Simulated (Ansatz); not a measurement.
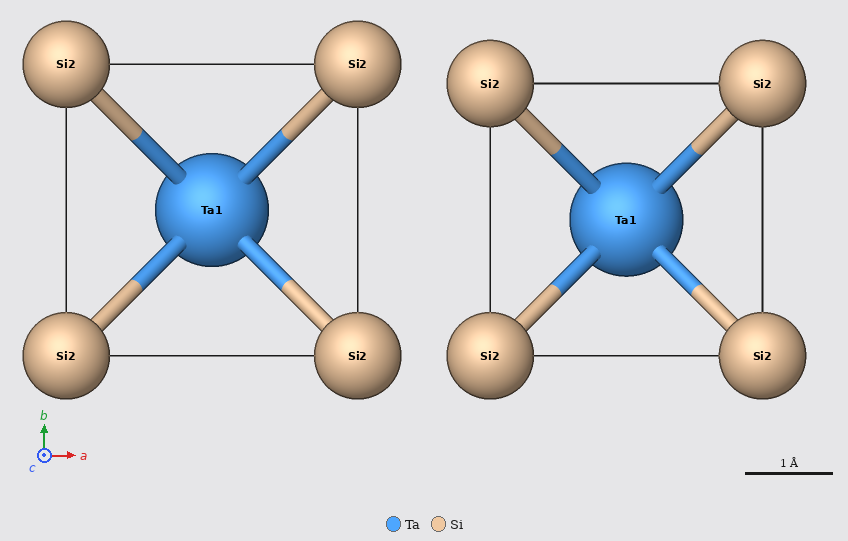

Two geometries of a crystal of TaSi (a generated structure, set up in Pm-3m) (coarse preliminary run), drawn at one scale. One is the start of a relaxation, the other its converged end. The picture is a ball-and-stick view of the cell of the calculation, seen along the c axis.

Theory: Ansatz 0.2.0, DFT PBE, scalar-relativistic, plane waves, PAW. Set-up: plane-wave cutoff 420 eV; k-point mesh 6 × 6 × 6; occupations gaussian; smearing width 0.1 eV; no spin polarisation; cell and atoms relaxed; force threshold 0.04 eV/Å; at most 70 steps.

### Which one is relaxed?

The right one is the relaxed one. The atoms keep their places relative to the cell (all moves are under 0.005 Å). The volume changes by −18.5 %, with a = b = c 3.377 → 3.155 Å (−6.6 %). Among the contacts that change: Ta1–Ta1 3.377 → 3.155 Å, Ta1–Si2 2.925 → 2.732 Å. The space group stays Pm-3m (No. 221). The energy falls by 0.658 eV per cell of the calculation in 3 accepted moves (4 points after the start). All forces vanish by symmetry, so only the cell relaxes. Pressure: −24.61 GPa at the start and −0.15 GPa at the end. The SCF was repeated once at an unchanged geometry on a basis and grid sized afresh for the cell, which shifted the energy by 0.7 meV per cell of the calculation at most. The run took 3.2 s on 1 thread of Arm Neoverse V2, with other jobs on the host, peak memory 0.28 GiB.
